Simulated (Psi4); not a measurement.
## Run report: SiH6SO, interaction calculation (part 1 of 2)

The run: interaction calculation of SiH6SO. Method and program: SAPT0-D3BJ/cc-pVDZ, RHF (Psi4 1.11).

The geometry comes from this level: GFN2-xTB.

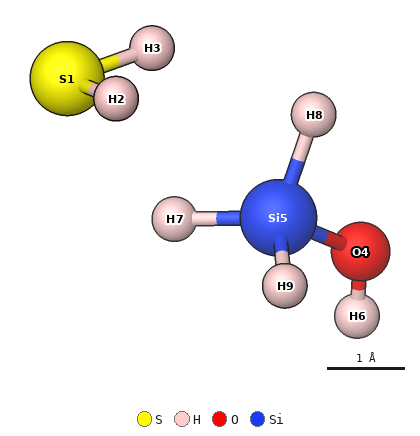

**Figure 1.** The input geometry (ball-and-stick view, seen at a tilt; atoms are numbered from 1 in the order of the input).

### Results in brief

| quantity | value |
| --- | --- |
| outcome | converged |
| SCF energy | −764.844077 hartree |
| dispersion energy | −0.037203 hartree |
| basis functions | 80 |
| hardware | 1 thread of AMD EPYC (Zen 3), 24 GiB of memory available, shared host |
| wall time | 7.5 s |
| peak memory | 0.28 GiB |

### Input file (h6ossi.py)
```python
import psi4

psi4.set_memory('1600 MB')
psi4.set_num_threads(1)
psi4.set_output_file('psi4.out', False)

molecule = psi4.geometry("""
0 1
S      0.912730     2.162250     1.896010
H      0.256080     3.161880     1.323370
H     -0.124270     1.344950     1.798130
--
0 1
O     -0.722630    -2.400670    -1.608840
Si    -0.183720    -1.100800    -0.800100
H     -0.229080    -2.796870    -2.320400
H      1.118360    -1.368320    -0.193300
H     -1.238430    -0.926630     0.191410
H     -0.081770     0.055110    -1.692520
symmetry c1
no_reorient
no_com
""")

psi4.set_options(dict(basis='cc-pVDZ', scf_type='df', freeze_core='true'))

e = psi4.energy('sapt0-d3bj')
print(f'sapt0-d3bj energy: {e:.10f} Eh')
```

Command:
```bash
python h6ossi.py
```

### The program's output
```
Psi4 1.11 release

   => Loading Basis Set <=

    Name: CC-PVDZ
    Role: ORBITAL
    Keyword: BASIS

   => Loading Basis Set <=

    Name: CC-PVDZ
    Role: ORBITAL
    Keyword: BASIS

  //>>>>>>>>>>>>>>>>>>>>>>>>>>>>>>>>>>>//
  //              Dimer HF             //
  //<<<<<<<<<<<<<<<<<<<<<<<<<<<<<<<<<<<//

   => Loading Basis Set <=

    Name: CC-PVDZ
    Role: ORBITAL
    Keyword: BASIS

         ---------------------------------------------------------
                                   SCF
                              RHF Reference
                        1 Threads,   1525 MiB Core
         ---------------------------------------------------------

  ==> Geometry <==

    Molecular point group: c1
    Full point group: C1

    Geometry (in Angstrom), charge = 0, multiplicity = 1:

       Center              X                  Y                   Z               Mass
    ------------   -----------------  -----------------  -----------------  -----------------
         S            0.912730000000     2.162250000000     1.896010000000    31.972071174400
         H            0.256080000000     3.161880000000     1.323370000000     1.007825032230
         H           -0.124270000000     1.344950000000     1.798130000000     1.007825032230
         O           -0.722630000000    -2.400670000000    -1.608840000000    15.994914619570
         SI          -0.183720000000    -1.100800000000    -0.800100000000    27.976926534650
         H           -0.229080000000    -2.796870000000    -2.320400000000     1.007825032230
         H            1.118360000000    -1.368320000000    -0.193300000000     1.007825032230
         H           -1.238430000000    -0.926630000000     0.191410000000     1.007825032230
         H           -0.081770000000     0.055110000000    -1.692520000000     1.007825032230

  Running in c1 symmetry.

  Rotational constants: A =      1.45344  B =      0.03256  C =      0.03242 [cm^-1]
  Rotational constants: A =  43573.01252  B =    976.25642  C =    971.87111 [MHz]
  Nuclear repulsion =  130.680095292662457

  Charge       = 0
  Multiplicity = 1
  Electrons    = 44
  Nalpha       = 22
  Nbeta        = 22

  ==> Algorithm <==

  SCF Algorithm Type is DF.
  DIIS enabled.
  MOM disabled.
  Fractional occupation disabled.
  Guess Type is SAD.
  Energy threshold   = 1.00e-08
  Density threshold  = 1.00e-08
  Integral threshold = 1.00e-12

  ==> Primary Basis <==

  Basis Set: CC-PVDZ
    Blend: CC-PVDZ
    Number of shells: 40
    Number of basis functions: 80
    Number of Cartesian functions: 83
    Spherical Harmonics?: true
    Max angular momentum: 2

   => Loading Basis Set <=

    Name: (CC-PVDZ AUX)
    Role: JKFIT
    Keyword: DF_BASIS_SCF

  ==> Integral Setup <==

  DFHelper Memory: AOs need 0.021 GiB; user supplied 1.118 GiB.
  SCF_SUBTYPE=INCORE selected. In-core MEM_DF algorithm will be used.
  Using in-core AOs.

  ==> MemDFJK: Density-Fitted J/K Matrices <==

    J tasked:                   Yes
    K tasked:                   Yes
    wK tasked:                   No
    Memory [MiB]:              1144
    Algorithm:                 Core
    Schwarz Cutoff:           1E-12
    Mask sparsity (%):       9.7500
    Fitting Condition:        1E-10

   => Auxiliary Basis Set <=

  Basis Set: (CC-PVDZ AUX)
    Blend: CC-PVDZ-JKFIT
    Number of shells: 150
    Number of basis functions: 432
    Number of Cartesian functions: 491
    Spherical Harmonics?: true
    Max angular momentum: 3

  Minimum eigenvalue in the overlap matrix is 1.4511376652E-02.
  Reciprocal condition number of the overlap matrix is 3.5880753714E-03.
    Using symmetric orthogonalization.

  ==> Pre-Iterations <==

  SCF Guess: Superposition of Atomic Densities via on-the-fly atomic UHF (no occupation information).

   -------------------------
    Irrep   Nso     Nmo
   -------------------------
     A         80      80
   -------------------------
    Total      80      80
   -------------------------

  ==> Iterations <==

                           Total Energy        Delta E     RMS |[F,P]|

   @DF-RHF iter SAD:  -763.97376973986968   -7.63974e+02   0.00000e+00
   @DF-RHF iter   1:  -764.73360234044071   -7.59833e-01   5.66965e-03 ADIIS/DIIS
   @DF-RHF iter   2:  -764.81601624114876   -8.24139e-02   3.33296e-03 ADIIS/DIIS
   @DF-RHF iter   3:  -764.84258399464215   -2.65678e-02   4.95788e-04 ADIIS/DIIS
   @DF-RHF iter   4:  -764.84397511934571   -1.39112e-03   1.18646e-04 ADIIS/DIIS
   @DF-RHF iter   5:  -764.84407273230363   -9.76130e-05   2.28777e-05 DIIS
   @DF-RHF iter   6:  -764.84407701926011   -4.28696e-06   4.14468e-06 DIIS
   @DF-RHF iter   7:  -764.84407716946168   -1.50202e-07   1.04615e-06 DIIS
   @DF-RHF iter   8:  -764.84407717988358   -1.04219e-08   2.31948e-07 DIIS
   @DF-RHF iter   9:  -764.84407718041814   -5.34556e-10   5.22102e-08 DIIS
   @DF-RHF iter  10:  -764.84407718045156   -3.34239e-11   1.44643e-08 DIIS
   @DF-RHF iter  11:  -764.84407718045281   -1.25056e-12   3.13019e-09 DIIS
  Energy and wave function converged.

  ==> Post-Iterations <==

    Orbital Energies [Eh]
    ---------------------

    Doubly Occupied:

       1A    -91.963834     2A    -68.800047     3A    -20.552909
       4A     -8.967025     5A     -6.649145     6A     -6.647965
       7A     -6.645284     8A     -6.147901     9A     -4.255358
      10A     -4.253659    11A     -4.253388    12A     -1.344128
      13A     -0.985990    14A     -0.769942    15A     -0.646230
      16A     -0.592869    17A     -0.554268    18A     -0.551855
      19A     -0.499146    20A     -0.471135    21A     -0.453398
      22A     -0.383276

    Virtual:

      23A      0.135619    24A      0.168165    25A      0.173279
      26A      0.208678    27A      0.218754    28A      0.221405
      29A      0.262791    30A      0.404314    31A      0.412744
      32A      0.455675    33A      0.499176    34A      0.545576
      35A      0.557696    36A      0.569157    37A      0.591364
      38A      0.606853    39A      0.614727    40A      0.691884
      41A      0.725722    42A      0.741881    43A      0.746998
      44A      0.780497    45A      0.811445    46A      0.818689
      47A      0.886993    48A      0.908095    49A      1.039697
      50A      1.125811    51A      1.137137    52A      1.184937
      53A      1.280923    54A      1.307377    55A      1.341277
      56A      1.445326    57A      1.481888    58A      1.552486
      59A      1.618596    60A      1.621136    61A      1.656048
      62A      1.706793    63A      1.746529    64A      1.757310
      65A      1.785438    66A      1.842485    67A      1.913699
      68A      1.980039    69A      2.125431    70A      2.202873
      71A      2.269381    72A      2.305145    73A      2.354412
      74A      2.435346    75A      2.505575    76A      3.079734
      77A      3.181249    78A      3.305823    79A      3.484279
      80A      4.044460

    Final Occupation by Irrep:
              A
    DOCC [    22 ]
    NA   [    22 ]
    NB   [    22 ]

  @DF-RHF Final Energy:  -764.84407718045281

   => Energetics <=

    Nuclear Repulsion Energy =            130.6800952926624575
    One-Electron Energy =               -1318.2708403372703287
    Two-Electron Energy =                 422.7466678641551425
    Total Energy =                       -764.8440771804528140

Computation Completed

Properties will be evaluated at   0.000000,   0.000000,   0.000000 [a0]

Properties computed using the SCF density matrix

 Multipole Moments:

 ------------------------------------------------------------------------------------
     Multipole            Electronic (a.u.)      Nuclear  (a.u.)        Total (a.u.)
 ------------------------------------------------------------------------------------

 L = 1.  Multiply by 2.5417464519 to convert [e a0] to [Debye]
 Dipole X            :        -11.1932386           11.2466105            0.0533720
 Dipole Y            :          1.1338908           -1.0401808            0.0937099
 Dipole Z            :        -10.6467174           10.1492088           -0.4975086
 Magnitude           :                                                    0.5090628

 ------------------------------------------------------------------------------------

	total time  =          1 seconds =       0.02 minutes

  //>>>>>>>>>>>>>>>>>>>>>>>>>>>>>>>>>>>//
  //            Monomer A HF           //
  //<<<<<<<<<<<<<<<<<<<<<<<<<<<<<<<<<<<//

  ==> Geometry <==

    Molecular point group: c1
    Full point group: C1

    Geometry (in Angstrom), charge = 0, multiplicity = 1:

       Center              X                  Y                   Z               Mass
    ------------   -----------------  -----------------  -----------------  -----------------
         S            0.912730000000     2.162250000000     1.896010000000    31.972071174400
         H            0.256080000000     3.161880000000     1.323370000000     1.007825032230
         H           -0.124270000000     1.344950000000     1.798130000000     1.007825032230
      Gh(O)          -0.722630000000    -2.400670000000    -1.608840000000    15.994914619570
      Gh(SI)         -0.183720000000    -1.100800000000    -0.800100000000    27.976926534650
      Gh(H)          -0.229080000000    -2.796870000000    -2.320400000000     1.007825032230
      Gh(H)           1.118360000000    -1.368320000000    -0.193300000000     1.007825032230
      Gh(H)          -1.238430000000    -0.926630000000     0.191410000000     1.007825032230
      Gh(H)          -0.081770000000     0.055110000000    -1.692520000000     1.007825032230

  Running in c1 symmetry.

  Rotational constants: A =      1.45344  B =      0.03256  C =      0.03242 [cm^-1]
  Rotational constants: A =  43573.01252  B =    976.25642  C =    971.87111 [MHz]
  Nuclear repulsion =   13.056238408223743

  Charge       = 0
  Multiplicity = 1
  Electrons    = 18
  Nalpha       = 9
  Nbeta        = 9

  ==> Iterations <==

                           Total Energy        Delta E     RMS |[F,P]|

   @DF-RHF iter SAD:  -398.45595889196579   -3.98456e+02   0.00000e+00
   @DF-RHF iter   1:  -398.66410891646626   -2.08150e-01   2.31731e-03 ADIIS/DIIS
   @DF-RHF iter   2:  -398.69187859651709   -2.77697e-02   7.50255e-04 ADIIS/DIIS
   @DF-RHF iter   3:  -398.69435258683734   -2.47399e-03   1.98113e-04 ADIIS/DIIS
   @DF-RHF iter   4:  -398.69472413598203   -3.71549e-04   2.86707e-05 DIIS
   @DF-RHF iter   5:  -398.69473131192660   -7.17594e-06   4.48310e-06 DIIS
   @DF-RHF iter   6:  -398.69473146036262   -1.48436e-07   9.59717e-07 DIIS
   @DF-RHF iter   7:  -398.69473146846178   -8.09916e-09   1.49004e-07 DIIS
   @DF-RHF iter   8:  -398.69473146863709   -1.75305e-10   1.43673e-08 DIIS
   @DF-RHF iter   9:  -398.69473146863783   -7.38964e-13   3.54174e-09 DIIS
  Energy and wave function converged.

  ==> Post-Iterations <==

    Final Occupation by Irrep:
              A
    DOCC [     9 ]
    NA   [     9 ]
    NB   [     9 ]

  @DF-RHF Final Energy:  -398.69473146863783

   => Energetics <=

    Nuclear Repulsion Energy =             13.0562384082237433
    One-Electron Energy =                -576.8742753857953858
    Two-Electron Energy =                 165.1233055089338393
    Total Energy =                       -398.6947314686377695

Computation Completed

Properties will be evaluated at   0.000000,   0.000000,   0.000000 [a0]

Properties computed using the SCF density matrix

 Multipole Moments:

 ------------------------------------------------------------------------------------
     Multipole            Electronic (a.u.)      Nuclear  (a.u.)        Total (a.u.)
```
